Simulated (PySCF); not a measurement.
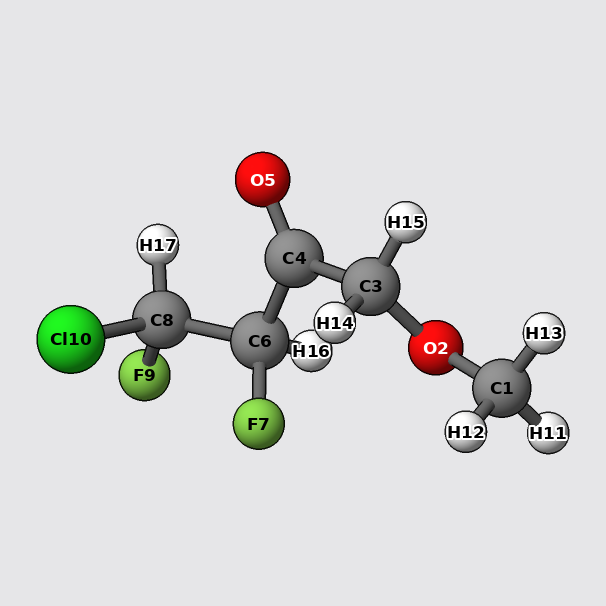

The geometry was computed by an optimisation with GFN2-xTB. No frequency run is at hand to confirm it as a minimum. Level of theory: GIAO PBE0/pcSseg-1 NMR shielding, non-relativistic, gas phase (PySCF 2.14.0). Principal shieldings σ11 ≤ σ22 ≤ σ33, span Ω = σ33 − σ11, skew κ = 3(σiso − σ22)/Ω.

Give the shielding tensors of the Cl atoms.

```json
{"atom": "Cl10", "σ11": "443.0", "σ22": "766.1", "σ33": "1031.3", "σiso": "746.8", "Ω": "588.3", "κ": "−0.10"}
```

Shieldings and span in ppm.
